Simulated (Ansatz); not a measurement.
**C2H4BClO2 (SMILES CC(=O)OBCl): levels of theory compared**

We compute a comparison of 6 runs (HF/STO-3G, HF/3-21G, HF/def2-SVP, HF/6-311+G**, PBE0/def2-SVP, r2SCAN/6-31G**) of C2H4BClO2. 

Program for the calculation: Ansatz 0.2.0.

1 further run of the same task is left out (set aside as unsound or not needed).

### Step 1. Starting point

C2H4BClO2 has 10 atoms, charge 0, and is taken as a singlet. As SMILES, `CC(=O)OBCl`. Geometry: relaxed at PBE0-D4/def2-TZVP. This is one conformer, not always the lowest.

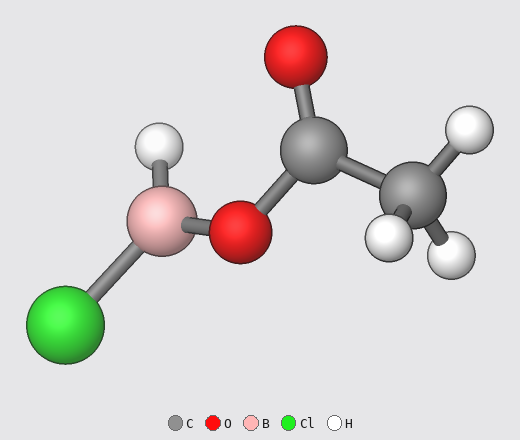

The structure, seen from a chosen angle (carbon grey, oxygen red, boron pink, chlorine green, hydrogen white).

### Step 2. Energy and forces at HF/STO-3G (run 1)

Contents of molecule.yaml:

```yaml
crystal:
  periodic: [false, false, false]
  atoms:
    - {symbol: C, position_ang: [0.215000, -1.656600, -0.156000]}
    - {symbol: C, position_ang: [0.585700, -0.230900, 0.073500]}
    - {symbol: O, position_ang: [1.685000, 0.223600, 0.105500]}
    - {symbol: O, position_ang: [-0.541700, 0.534200, 0.292100]}
    - {symbol: B, position_ang: [-0.547800, 1.882400, 0.106700]}
    - {symbol: Cl, position_ang: [-1.982000, 2.737700, 0.612600]}
    - {symbol: H, position_ang: [-0.447900, -1.730400, -1.020500]}
    - {symbol: H, position_ang: [-0.341700, -2.029000, 0.706400]}
    - {symbol: H, position_ang: [1.111000, -2.251200, -0.312900]}
    - {symbol: H, position_ang: [0.347500, 2.469100, -0.404400]}
basis:
  gaussian:
    orbitals: STO-3G
magnetization:
  spin_polarized: false
  initial_magnetization: 0
accuracy: high
output: {forces: true, orbitals: {seedname: orbitals}}
hamiltonian:
  xc: hf
```

Started as:

```
$ ansatz run molecule.yaml --threads 1 --pin off --max-ram 2610MiB --events-out events.jsonl --progress --plain --runs-dir runs
```

Output:

```text
Warning: RAYON_NUM_THREADS=1 ignored (pool sized by the plan → 1); use --threads N
Functional definition: HF
  name "HF"
  exchange = exact_x
  correlation = 0
785 factors; integrals over basis functions are off by at most 3.3e-8 eV
mean field evaluation 1: about -19147.4433 eV, gradient 4.0e1 eV
mean field evaluation 2: about -19147.6566 eV, gradient 4.0e1 eV
mean field evaluation 4: about -19153.2692 eV, gradient 3.7e0 eV
mean field evaluation 8: about -19153.3444 eV, gradient 1.9e-1 eV
mean field -19153.34453581 eV, -703.8724290877 hartree, gradient 1.7e-8 eV, S^2 0.000000; 0 other end points of the search recorded, 0 dependent functions left out
the calculation of the forces begins
reference -19153.34453581 eV, -703.8724290877 hartree; 27, 27 occupied and 11, 11 virtual orbitals, 785 factors
Total energy: -19153.34453581 eV, -703.8724290877 hartree
Atom 0 at     0.215000    -1.656600    -0.156000 Å, force    -0.855105    -1.791280    -0.220395 eV/Å
Atom 1 at     0.585700    -0.230900     0.073500 Å, force    -0.753673    -0.290821    -0.181824 eV/Å
Atom 2 at     1.685000     0.223600     0.105500 Å, force     2.515741     1.189021     0.100135 eV/Å
Atom 3 at    -0.541700     0.534200     0.292100 Å, force    -1.238848     2.195379     0.200793 eV/Å
Atom 4 at    -0.547800     1.882400     0.106700 Å, force     1.636852    -1.541677    -0.578061 eV/Å
Atom 5 at    -1.982000     2.737700     0.612600 Å, force    -1.036735     0.682981     0.328752 eV/Å
Atom 6 at    -0.447900    -1.730400    -1.020500 Å, force     0.259592    -0.054628     0.102137 eV/Å
Atom 7 at    -0.341700    -2.029000     0.706400 Å, force     0.232146    -0.022820    -0.149639 eV/Å
Atom 8 at     1.111000    -2.251200    -0.312900 Å, force    -0.147985    -0.024310    -0.001206 eV/Å
Atom 9 at     0.347500     2.469100    -0.404400 Å, force    -0.611983    -0.341844     0.399306 eV/Å
Dipole moment:     0.166954    -0.513434    -0.175864 e Å
```

Run time: 0.8 s. Hardware: 1 thread of Intel Xeon 6975P-C (Granite Rapids), shared host; peak memory 0.11 GiB.

### Step 3. Energy and forces at HF/3-21G (run 2)

Contents of run.yaml:

```yaml
basis:
  gaussian: {orbitals: 3-21G.json}
crystal:
  periodic: [false, false, false]
  atoms:
    - {symbol: C, position_ang: [0.215000, -1.656600, -0.156000]}
    - {symbol: C, position_ang: [0.585700, -0.230900, 0.073500]}
    - {symbol: O, position_ang: [1.685000, 0.223600, 0.105500]}
    - {symbol: O, position_ang: [-0.541700, 0.534200, 0.292100]}
    - {symbol: B, position_ang: [-0.547800, 1.882400, 0.106700]}
    - {symbol: Cl, position_ang: [-1.982000, 2.737700, 0.612600]}
    - {symbol: H, position_ang: [-0.447900, -1.730400, -1.020500]}
    - {symbol: H, position_ang: [-0.341700, -2.029000, 0.706400]}
    - {symbol: H, position_ang: [1.111000, -2.251200, -0.312900]}
    - {symbol: H, position_ang: [0.347500, 2.469100, -0.404400]}
hamiltonian: {xc: hf}
accuracy: high
output: {forces: true, orbitals: {seedname: orbitals}}
```

The basis set 3-21G is read from a file made from the Basis Set Exchange's data (not shown).

Started as:

```
$ ansatz run run.yaml --threads 1 --pin off --max-ram 2610MiB --events-out events.jsonl --progress --plain --runs-dir runs
```

Output:

```text
Warning: RAYON_NUM_THREADS=1 ignored (pool sized by the plan → 1); use --threads N
[... 4 set-up lines as earlier in the session ...]
1542 factors; integrals over basis functions are off by at most 2.6e-8 eV
mean field evaluation 1: about -19273.8986 eV, gradient 4.1e1 eV
mean field evaluation 2: about -19274.2909 eV, gradient 4.2e1 eV
mean field evaluation 4: about -19278.1848 eV, gradient 4.0e0 eV
mean field evaluation 8: about -19278.2623 eV, gradient 5.5e-1 eV
mean field evaluation 16: about -19278.2649 eV, gradient 1.1e-6 eV
mean field -19278.26486796 eV, -708.4631666201 hartree, gradient 3.0e-8 eV, S^2 0.000000; 0 other end points of the search recorded, 0 dependent functions left out
the calculation of the forces begins
reference -19278.26486796 eV, -708.4631666201 hartree; 27, 27 occupied and 39, 39 virtual orbitals, 1542 factors
Total energy: -19278.26486796 eV, -708.4631666201 hartree
Atom 0 at     0.215000    -1.656600    -0.156000 Å, force    -0.286845    -0.475487    -0.065843 eV/Å
Atom 1 at     0.585700    -0.230900     0.073500 Å, force     0.081833    -1.173640     0.037171 eV/Å
Atom 2 at     1.685000     0.223600     0.105500 Å, force     0.308706     0.484707     0.006154 eV/Å
Atom 3 at    -0.541700     0.534200     0.292100 Å, force     0.283890    -0.292005    -0.096279 eV/Å
Atom 4 at    -0.547800     1.882400     0.106700 Å, force     0.755152     0.608967    -0.390145 eV/Å
Atom 5 at    -1.982000     2.737700     0.612600 Å, force    -0.941788     0.672992     0.290745 eV/Å
Atom 6 at    -0.447900    -1.730400    -1.020500 Å, force     0.216784     0.028627     0.228637 eV/Å
Atom 7 at    -0.341700    -2.029000     0.706400 Å, force     0.184216     0.110209    -0.227836 eV/Å
Atom 8 at     1.111000    -2.251200    -0.312900 Å, force    -0.285013     0.197248     0.049178 eV/Å
Atom 9 at     0.347500     2.469100    -0.404400 Å, force    -0.316935    -0.161619     0.168218 eV/Å
Dipole moment:     0.034637    -0.577110    -0.221896 e Å
```

Run time: 1.3 s. Hardware: 1 thread of Intel Xeon 6975P-C (Granite Rapids), shared host; peak memory 0.18 GiB.

Runs 3 to 5 aren't shown in full; the table further down has their settings and results.

### Step 4. Energy and forces at r2SCAN/6-31G(d,p) (spherical functions) (run 6)

Contents of job.yaml:

```yaml
crystal:
  periodic: [false, false, false]
  atoms:
    - symbol: C
      position_ang: [0.215000, -1.656600, -0.156000]
    - symbol: C
      position_ang: [0.585700, -0.230900, 0.073500]
    - symbol: O
      position_ang: [1.685000, 0.223600, 0.105500]
    - symbol: O
      position_ang: [-0.541700, 0.534200, 0.292100]
    - symbol: B
      position_ang: [-0.547800, 1.882400, 0.106700]
    - symbol: Cl
      position_ang: [-1.982000, 2.737700, 0.612600]
    - symbol: H
      position_ang: [-0.447900, -1.730400, -1.020500]
    - symbol: H
      position_ang: [-0.341700, -2.029000, 0.706400]
    - symbol: H
      position_ang: [1.111000, -2.251200, -0.312900]
    - symbol: H
      position_ang: [0.347500, 2.469100, -0.404400]
basis:
  gaussian:
    orbitals: 6-31G_st__st_-spherical.json
hamiltonian:
  xc: {name: r2SCAN}
accuracy: high
output: {forces: true, orbitals: {seedname: orbitals}}
```

The basis set 6-31G** is read from a file made from the Basis Set Exchange's data (not shown).

Started as:

```
$ ansatz run job.yaml --threads 1 --pin off --max-ram 2610MiB --events-out events.jsonl --progress --plain --runs-dir runs
```

Output:

```text
Warning: RAYON_NUM_THREADS=1 ignored (pool sized by the plan → 1); use --threads N
Functional definition: r2SCAN
  name "r2SCAN"
  parameter k0 = 0.174
  parameter k1 = 0.065
  parameter a1 = 4.9479
  exchange = r2scan_x(k0 = k0, k1 = k1, a1 = a1)
  correlation = r2scan_c
2521 factors; integrals over basis functions are off by at most 1.9e-8 eV
mean field evaluation 1: about -19423.2672 eV, gradient 5.8e1 eV
mean field evaluation 2: about -19412.8566 eV, gradient 9.3e1 eV
mean field evaluation 4: about -19429.5609 eV, gradient 6.4e0 eV
mean field evaluation 8: about -19429.6387 eV, gradient 5.5e-1 eV
mean field evaluation 16: about -19429.6394 eV, gradient 3.1e-5 eV
mean field -19429.63936224 eV, -714.0260766799 hartree, gradient 3.1e-8 eV, S^2 0.000000; 0 other end points of the search recorded, 0 dependent functions left out
the calculation of the forces begins
reference -19429.63936281 eV, -714.0260767007 hartree; 27, 27 occupied and 81, 81 virtual orbitals, 2521 factors
Total energy: -19429.63936281 eV, -714.0260767007 hartree
Atom 0 at     0.215000    -1.656600    -0.156000 Å, force    -0.077856    -0.121490    -0.008962 eV/Å
Atom 1 at     0.585700    -0.230900     0.073500 Å, force    -0.457857    -0.513050    -0.097250 eV/Å
Atom 2 at     1.685000     0.223600     0.105500 Å, force     1.173225     0.464247     0.030702 eV/Å
Atom 3 at    -0.541700     0.534200     0.292100 Å, force    -0.602348     0.026798     0.135934 eV/Å
Atom 4 at    -0.547800     1.882400     0.106700 Å, force     0.227562     0.137762    -0.101000 eV/Å
Atom 5 at    -1.982000     2.737700     0.612600 Å, force    -0.209258     0.115616     0.072115 eV/Å
Atom 6 at    -0.447900    -1.730400    -1.020500 Å, force    -0.068196    -0.029651    -0.062534 eV/Å
Atom 7 at    -0.341700    -2.029000     0.706400 Å, force    -0.061518    -0.052652     0.053691 eV/Å
Atom 8 at     1.111000    -2.251200    -0.312900 Å, force     0.070891    -0.040613    -0.012024 eV/Å
Atom 9 at     0.347500     2.469100    -0.404400 Å, force     0.005356     0.013034    -0.010672 eV/Å
Dipole moment:    -0.125849    -0.480029    -0.132585 e Å
```

Wall time 12 s (1 thread of Intel Xeon 6975P-C (Granite Rapids), shared host); peak memory 0.39 GiB.

### Step 5. The series

```
run                                 level  energy (Eh)  dipole moment (D)  HOMO energy (eV)  LUMO energy (eV)  wall time
  1                             HF/STO-3G  -703.872429               2.73            -10.22              6.27      0.8 s
  2                              HF/3-21G  -708.463167               2.97            -12.34              2.79      1.3 s
  3                           HF/def2-SVP  -711.744756               2.49            -12.28              2.92      4.5 s
  4                          HF/6-311+G**  -712.158579               2.61            -12.40              1.37       11 s
  5                         PBE0/def2-SVP  -713.444165               2.32             -8.43             -1.08      8.1 s
  6  r2SCAN/6-31G** (spherical functions)  -714.026077               2.47             -7.03             -1.81       12 s
```

### Step 6. Results

```
                       quantity          value
            run 6: total energy  -714.02608 Eh
           run 6: dipole moment         2.47 D
             run 6: HOMO energy       -7.03 eV
             run 6: LUMO energy       -1.81 eV
           run 6: HOMO–LUMO gap        5.22 eV
run 6: largest force on an atom     1.262 eV/Å
```

What this shows: The dipole moment (its size) runs from 2.32 D (PBE0/def2-SVP) to 2.97 D (HF/3-21G). The two ends differ in method and basis. The HOMO–LUMO gap runs from 5.22 eV (r2SCAN/6-31G**) to 16.50 eV (HF/STO-3G). Totals of different functionals can't be ranked against each other. In run 1 the basis is minimal, so the values are rough. All runs together took 38 s, the longest 12 s.
